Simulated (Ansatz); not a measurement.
Run report: C3H9Ga, molecular dynamics (part 1 of 2)

System: C3H9Ga, SMILES [CH3][Ga]([CH3])[CH3].
Method: RKS revPBE-d3bjatm/6-31G* (Ansatz 0.2.0).

The geometry comes from this level: PBE0-D4/def2-TZVP. Figures and captions count atoms from 1; the log counts them from 0 in places.

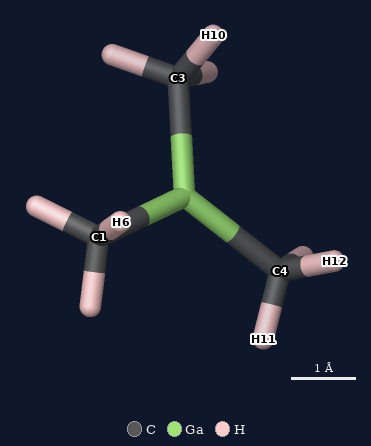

The structure as given in the input (stick view, seen at a tilt; atoms are numbered from 1 in the order of the input). Sticks mark near contacts.

### Input file
```yaml
crystal:
  periodic: [false, false, false]
  atoms:
    - {symbol: C, position_ang: [-0.387838, 1.662778, -0.989224]}
    - {symbol: Ga, position_ang: [0.034464, -0.013665, -0.032241]}
    - {symbol: C, position_ang: [1.382847, -0.011722, 1.412330]}
    - {symbol: C, position_ang: [-0.955122, -1.670840, -0.455413]}
    - {symbol: H, position_ang: [0.472417, 2.333400, -1.039998]}
    - {symbol: H, position_ang: [-1.180713, 2.194457, -0.451841]}
    - {symbol: H, position_ang: [-0.752705, 1.476914, -2.001428]}
    - {symbol: H, position_ang: [2.158962, 0.738457, 1.247291]}
    - {symbol: H, position_ang: [1.854628, -0.988770, 1.534959]}
    - {symbol: H, position_ang: [0.893665, 0.232950, 2.361514]}
    - {symbol: H, position_ang: [-1.305530, -1.687969, -1.489356]}
    - {symbol: H, position_ang: [-1.839425, -1.736669, 0.187848]}
    - {symbol: H, position_ang: [-0.355150, -2.564119, -0.269543]}
basis:
  gaussian: {orbitals: "6-31G*"}
hamiltonian: {xc: {name: revPBE}, dispersion: d3bjatm}
md: {timestep: 1 fs, n_steps: 30, ensemble: nve, temperature: 1500, initial_velocities: maxwell_boltzmann, seed: 349}
```

Hardware: 4 threads of Arm Neoverse V2, 23 GiB of memory available, shared host.

Command:
```bash
ansatz run in.yaml --threads 4 --pin off --events-out ev --progress --plain --max-ram 10444MiB
```

### The program's output
```
Functional definition: revPBE
  name "revPBE"
  cite "Zhang & Yang, Phys. Rev. Lett. 80, 890 (1998) doi:10.1103/PhysRevLett.80.890"
  cite "Perdew, Burke & Ernzerhof, Phys. Rev. Lett. 77, 3865 (1996) doi:10.1103/PhysRevLett.77.3865"
  parameter kappa = 1.245
  parameter beta = 0.06672455060314922
  exchange = pbe_x(kappa = kappa, mu = beta*pi^2/3)
  correlation = pbe_c(beta = beta)
1297 factors; their error is unknown
mean field evaluation 1: about -55606.5400 eV, gradient 8.8e1 eV
mean field evaluation 2: about -55587.2184 eV, gradient 1.2e2 eV
mean field evaluation 4: about -55623.7868 eV, gradient 6.9e0 eV
mean field evaluation 8: about -55623.8513 eV, gradient 1.1e-1 eV
mean field evaluation 16: about -55623.7964 eV, gradient 1.4e-4 eV
mean field -55623.79635587 eV, -2044.1368129149 hartree, gradient 1.1e-5 eV, S^2 0.000000; 0 other end points of the search recorded, 0 dependent functions left out
the calculation of the forces begins
reference -55623.79640999 eV, -2044.1368149039 hartree; 29, 29 occupied and 69, 69 virtual orbitals, 1297 factors
md step     0: t =     0.00 fs  T =  1500.0 K  F+E_penalty+E_count = -55624.31346161 eV  E_kin = 2.132790 eV  conserved = -55622.18067162 eV  (26 SCF iters)
these checks for a lower state are left out or cut short: starts, cluster_reference, orbital_swaps, neighbouring_geometries, increment
1297 factors; their error is unknown
mean field -55623.52203574 eV, -2044.1267318360 hartree, gradient 9.4e-6 eV, S^2 0.000000; 0 other end points of the search recorded, 0 dependent functions left out
the calculation of the forces begins
reference -55623.52209037 eV, -2044.1267338437 hartree; 29, 29 occupied and 69, 69 virtual orbitals, 1297 factors
md step     1: t =     1.00 fs  T =  1322.1 K  F+E_penalty+E_count = -55624.04039418 eV  E_kin = 1.879816 eV  conserved = -55622.16057819 eV  (27 SCF iters, 3 dispersion substeps)
[... from here on the SCF iterations and repeated set-up lines of each step are left out, up to the last step ...]
md step     2: t =     2.00 fs  T =  1020.1 K  F+E_penalty+E_count = -55623.57249218 eV  E_kin = 1.450471 eV  conserved = -55622.12202156 eV  (28 SCF iters, 3 dispersion substeps)
md step     3: t =     3.00 fs  T =   915.6 K  F+E_penalty+E_count = -55623.43489999 eV  E_kin = 1.301865 eV  conserved = -55622.13303466 eV  (27 SCF iters, 3 dispersion substeps)
md step     4: t =     4.00 fs  T =   952.3 K  F+E_penalty+E_count = -55623.50930208 eV  E_kin = 1.354026 eV  conserved = -55622.15527585 eV  (28 SCF iters, 3 dispersion substeps)
md step     5: t =     5.00 fs  T =   924.1 K  F+E_penalty+E_count = -55623.46570447 eV  E_kin = 1.313911 eV  conserved = -55622.15179375 eV  (27 SCF iters, 3 dispersion substeps)
md step     6: t =     6.00 fs  T =   815.0 K  F+E_penalty+E_count = -55623.30293882 eV  E_kin = 1.158855 eV  conserved = -55622.14408357 eV  (27 SCF iters, 3 dispersion substeps)
md step     7: t =     7.00 fs  T =   691.1 K  F+E_penalty+E_count = -55623.12473165 eV  E_kin = 0.982624 eV  conserved = -55622.14210798 eV  (28 SCF iters, 3 dispersion substeps)
md step     8: t =     8.00 fs  T =   600.8 K  F+E_penalty+E_count = -55622.98879933 eV  E_kin = 0.854232 eV  conserved = -55622.13456754 eV  (29 SCF iters, 3 dispersion substeps)
md step     9: t =     9.00 fs  T =   638.9 K  F+E_penalty+E_count = -55623.03303134 eV  E_kin = 0.908422 eV  conserved = -55622.12460908 eV  (28 SCF iters, 3 dispersion substeps)
md step    10: t =    10.00 fs  T =   858.1 K  F+E_penalty+E_count = -55623.36957738 eV  E_kin = 1.220057 eV  conserved = -55622.14952024 eV  (29 SCF iters, 3 dispersion substeps)
md step    11: t =    11.00 fs  T =  1032.5 K  F+E_penalty+E_count = -55623.64709129 eV  E_kin = 1.468100 eV  conserved = -55622.17899108 eV  (28 SCF iters, 3 dispersion substeps)
md step    12: t =    12.00 fs  T =   928.6 K  F+E_penalty+E_count = -55623.47802247 eV  E_kin = 1.320305 eV  conserved = -55622.15771723 eV  (28 SCF iters, 3 dispersion substeps)
md step    13: t =    13.00 fs  T =   734.5 K  F+E_penalty+E_count = -55623.16649403 eV  E_kin = 1.044310 eV  conserved = -55622.12218404 eV  (29 SCF iters, 3 dispersion substeps)
md step    14: t =    14.00 fs  T =   735.2 K  F+E_penalty+E_count = -55623.18485058 eV  E_kin = 1.045310 eV  conserved = -55622.13954102 eV  (29 SCF iters, 3 dispersion substeps)
md step    15: t =    15.00 fs  T =   822.5 K  F+E_penalty+E_count = -55623.32778430 eV  E_kin = 1.169429 eV  conserved = -55622.15835571 eV  (29 SCF iters, 3 dispersion substeps)
md step    16: t =    16.00 fs  T =   809.6 K  F+E_penalty+E_count = -55623.30092324 eV  E_kin = 1.151108 eV  conserved = -55622.14981541 eV  (28 SCF iters, 3 dispersion substeps)
md step    17: t =    17.00 fs  T =   729.8 K  F+E_penalty+E_count = -55623.17731326 eV  E_kin = 1.037740 eV  conserved = -55622.13957339 eV  (28 SCF iters, 3 dispersion substeps)
md step    18: t =    18.00 fs  T =   676.3 K  F+E_penalty+E_count = -55623.09979318 eV  E_kin = 0.961626 eV  conserved = -55622.13816705 eV  (28 SCF iters, 3 dispersion substeps)
md step    19: t =    19.00 fs  T =   682.7 K  F+E_penalty+E_count = -55623.10827714 eV  E_kin = 0.970667 eV  conserved = -55622.13761046 eV  (29 SCF iters, 3 dispersion substeps)
md step    20: t =    20.00 fs  T =   777.0 K  F+E_penalty+E_count = -55623.23651173 eV  E_kin = 1.104730 eV  conserved = -55622.13178135 eV  (28 SCF iters, 3 dispersion substeps)
md step    21: t =    21.00 fs  T =   990.5 K  F+E_penalty+E_count = -55623.55377316 eV  E_kin = 1.408408 eV  conserved = -55622.14536512 eV  (27 SCF iters, 3 dispersion substeps)
md step    22: t =    22.00 fs  T =  1181.3 K  F+E_penalty+E_count = -55623.85289692 eV  E_kin = 1.679624 eV  conserved = -55622.17327253 eV  (27 SCF iters, 3 dispersion substeps)
md step    23: t =    23.00 fs  T =  1140.8 K  F+E_penalty+E_count = -55623.78098078 eV  E_kin = 1.621992 eV  conserved = -55622.15898892 eV  (28 SCF iters, 3 dispersion substeps)
md step    24: t =    24.00 fs  T =   999.7 K  F+E_penalty+E_count = -55623.54711916 eV  E_kin = 1.421464 eV  conserved = -55622.12565526 eV  (27 SCF iters, 3 dispersion substeps)
md step    25: t =    25.00 fs  T =  1013.6 K  F+E_penalty+E_count = -55623.58298906 eV  E_kin = 1.441262 eV  conserved = -55622.14172676 eV  (29 SCF iters, 3 dispersion substeps)
md step    26: t =    26.00 fs  T =  1081.2 K  F+E_penalty+E_count = -55623.69840431 eV  E_kin = 1.537356 eV  conserved = -55622.16104823 eV  (29 SCF iters, 3 dispersion substeps)
md step    27: t =    27.00 fs  T =  1018.8 K  F+E_penalty+E_count = -55623.60084088 eV  E_kin = 1.448636 eV  conserved = -55622.15220535 eV  (29 SCF iters, 3 dispersion substeps)
md step    28: t =    28.00 fs  T =   864.9 K  F+E_penalty+E_count = -55623.37044435 eV  E_kin = 1.229708 eV  conserved = -55622.14073664 eV  (28 SCF iters, 3 dispersion substeps)
md step    29: t =    29.00 fs  T =   723.2 K  F+E_penalty+E_count = -55623.16713550 eV  E_kin = 1.028320 eV  conserved = -55622.13881570 eV  (28 SCF iters, 3 dispersion substeps)
these checks for a lower state are left out or cut short: starts, cluster_reference, orbital_swaps, neighbouring_geometries, increment
1297 factors; their error is unknown
mean field -55622.52543437 eV, -2044.0901074112 hartree, gradient 1.2e-5 eV, S^2 0.000000; 0 other end points of the search recorded, 0 dependent functions left out
the calculation of the forces begins
reference -55622.52548868 eV, -2044.0901094070 hartree; 29, 29 occupied and 69, 69 virtual orbitals, 1297 factors
1297 factors; their error is unknown
mean field evaluation 256: about -55622.5820 eV, gradient 1.6e-1 eV
mean field -55622.52543437 eV, -2044.0901074112 hartree, gradient 1.3e-5 eV, S^2 0.000000; 1 other end points of the search recorded, 0 dependent functions left out
the calculation of the forces begins
reference -55622.52548868 eV, -2044.0901094070 hartree; 29, 29 occupied and 69, 69 virtual orbitals, 1297 factors
md step    30: t =    30.00 fs  T =   631.7 K  F+E_penalty+E_count = -55623.03713607 eV  E_kin = 0.898159 eV  conserved = -55622.13897677 eV  (28 SCF iters, 3 dispersion substeps)
```

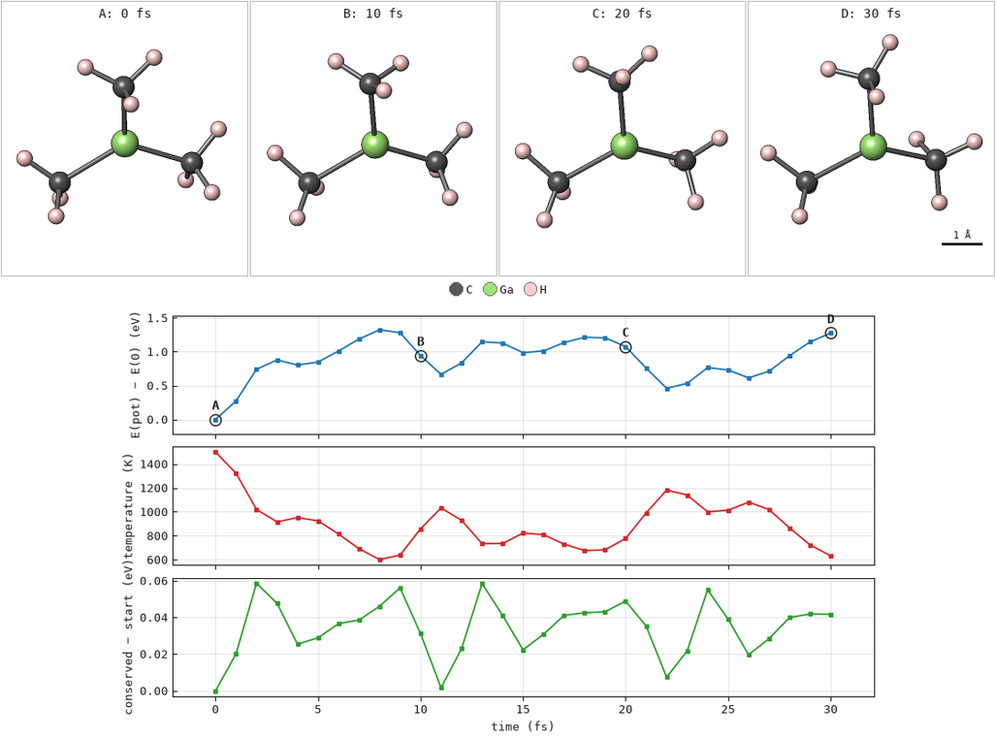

Frames of the molecular dynamics (ball-and-stick, seen at a tilt) above the curves, on which the letters mark them. The trajectory kept here has 31 frames over 30 fs. The temperature starts at 1500 K, ranges from 601 to 1500 K and averages 884 K over the second half. The potential energy ends 1.276 eV above its first value. The conserved quantity stays within 0.059 eV. After an unweighted best fit of the last frame on the first, the root-mean-square displacement is 0.46 Å, and H12 has moved furthest (0.92 Å).

```
Total energy: -55623.03719038 eV, -2044.1089140976 hartree
Atom 0 at    -0.353393     1.587747    -1.161815 Å, force     3.491568     1.581280     1.892644 eV/Å
Atom 1 at    -0.049278     0.016328     0.090393 Å, force     0.929586    -1.587012    -0.807436 eV/Å
Atom 2 at     1.630099    -0.067849     1.296875 Å, force    -2.365925     1.113114     1.269893 eV/Å
Atom 3 at    -0.901375    -1.699214    -0.657621 Å, force     0.916085     0.928934    -2.635368 eV/Å
Atom 4 at     0.657612     2.298423    -1.195328 Å, force    -2.186062    -1.636444     0.251124 eV/Å
Atom 5 at    -1.115522     2.214639    -0.713736 Å, force    -0.740655     0.410549    -0.426106 eV/Å
Atom 6 at    -0.471387     1.246309    -2.163064 Å, force    -0.785618    -0.339657    -1.105206 eV/Å
Atom 7 at     2.191403     0.690581     0.751745 Å, force     0.301259     1.001317     0.602826 eV/Å
Atom 8 at     2.323327    -0.901724     1.357061 Å, force    -0.382507    -0.878811     0.244494 eV/Å
Atom 9 at     1.145815     0.254373     2.369856 Å, force     1.783886    -0.417069    -2.171376 eV/Å
Atom 10 at    -0.255208    -1.745334    -1.717433 Å, force    -1.359423     0.212255     2.137104 eV/Å
Atom 11 at    -1.954983    -1.527879    -0.991214 Å, force     0.383262    -0.193576     0.142239 eV/Å
Atom 12 at    -0.779532    -2.704369    -0.259276 Å, force     0.014544    -0.194882     0.605168 eV/Å
Dipole moment:    -0.066569     0.110872     0.030073 e Å
```
